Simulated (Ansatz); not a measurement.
C₂H₆N₂SSi (SMILES NC(N)=C1[SiH2]S1)

The calculation's input:

```
crystal:
  periodic: [false, false, false]
  atoms:
    - { symbol: "N", position_ang: [-0.2006, -1.6448, 0.6818] }
    - { symbol: C, position_ang: [0.1654, -0.3021, 0.6227] }
    - { symbol: "N", position_ang: [0.7701, 0.1425, 1.7432] }
    - { symbol: C, position_ang: [0.0647, 0.5135, -0.428] }
    - { symbol: Si, position_ang: [-0.6946, 0.55, -2.0158] }
    - { symbol: S, position_ang: [0.4147, 2.1133, -0.6595] }
    - { symbol: H, position_ang: [-0.193, -2.0634, -0.2266] }
    - { symbol: H, position_ang: [0.3663, -2.088, 1.3341] }
    - { symbol: H, position_ang: [0.2627, -0.0851, 2.622] }
    - { symbol: H, position_ang: [0.9389, 1.1552, 1.7363] }
    - { symbol: H, position_ang: [-2.0224, 1.2095, -2.2051] }
    - { symbol: H, position_ang: [0.2047, 0.4442, -3.1711] }
basis:
  gaussian: { orbitals: "6-31G*" }
hamiltonian:
  xc: b3lyp
relax:
  f_tol: 0.015
  max_steps: 40
output:
  orbitals: {}
```

Launched as:

```sh
ansatz run input.yaml --threads 2 --pin off --max-ram 3072MiB --backend cpu --events-out ev --progress --plain --runs-dir out
```

The fields are those of the run's last geometry, not of the input's.

These are results of RKS B3LYP/6-31G* (Ansatz 0.2.0), not measurements.

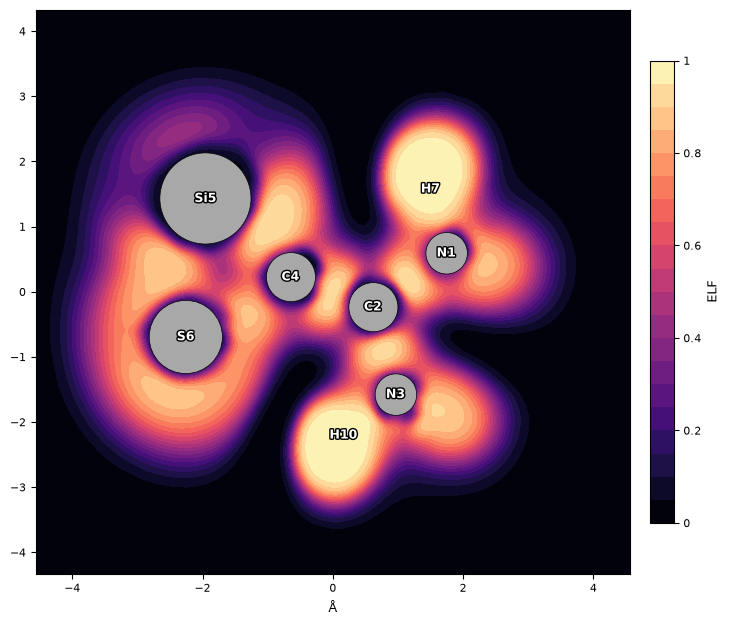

Figure 1. ELF on the plane of atoms C2, C4 and Si5. Grey discs cover the atomic cores.

**Describe what can be read from this map.**

The plane passes through N, C, Si, S and H nuclei.
C–C (1.35 Å): the ELF peaks at about 0.95 between the atoms: a covalent bond.
C–N (1.39 Å): the ELF peaks at about 0.90 between the atoms; localised, covalent bonding.
C–Si (1.78 Å): the ELF peaks at about 0.90 between the atoms; localised, covalent bonding.
C–S (1.86 Å): the ELF peaks at about 0.85 between the atoms (a covalent bond).
Si–S (2.15 Å): the ELF peaks at about 0.80 between the atoms (a covalent bond).
The ELF also peaks beside S6, away from the bonds: lone-pair regions.

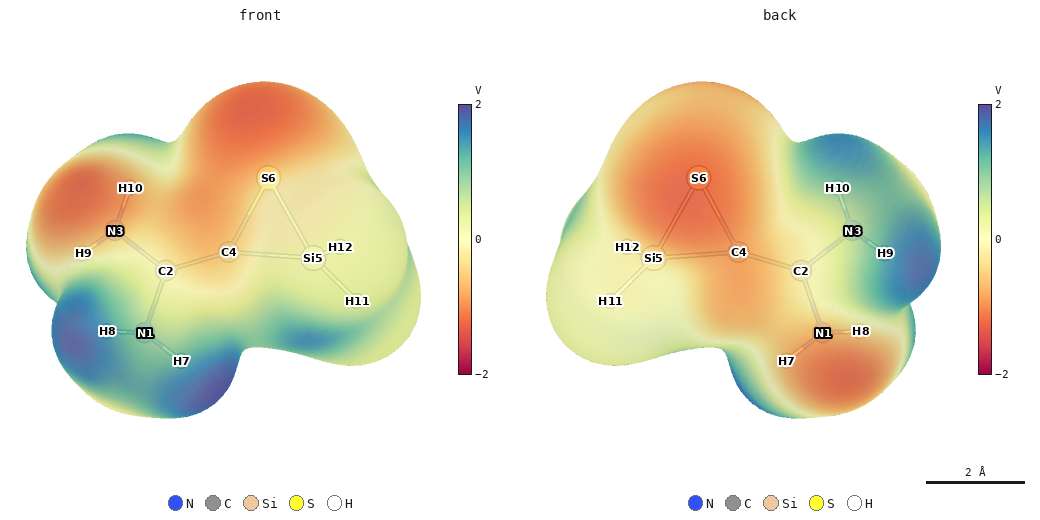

Figure 2. The electrostatic potential painted on the density surface at 0.002 e/bohr³, seen from the front and from behind; red is negative and blue positive.

**Describe the electrostatic potential map.**

The most negative region (about −1.3 V, or −30 kcal/mol for a unit charge) lies over N3 and S6, the most positive (about +1.9 V, or +44 kcal/mol for a unit charge) over H7.

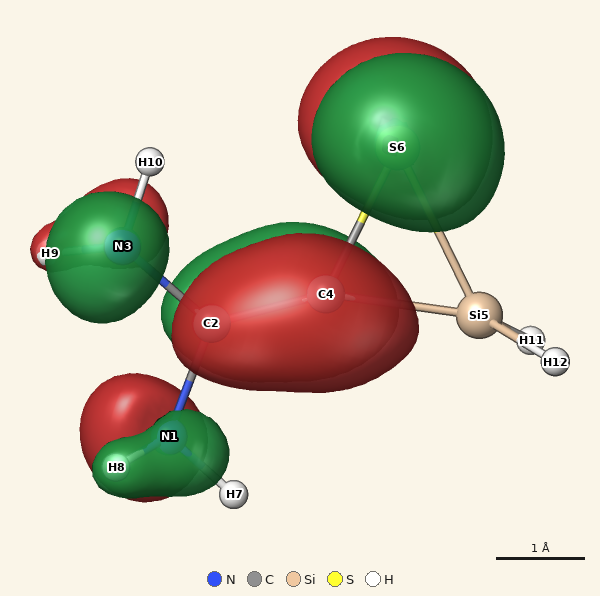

Figure 3. One frontier orbital at ±0.1 Å⁻³ᐟ² (green and red are the two phases), seen across its widest extent.

**Which orbital is it: HOMO or LUMO?**

The HOMO, at −4.88 eV. Its weight (Hirshfeld) is mainly on S6 (about 35 %), C4 (about 25 %), C2 (about 15 %), N1 (about 10 %) and N3 (about 10 %).
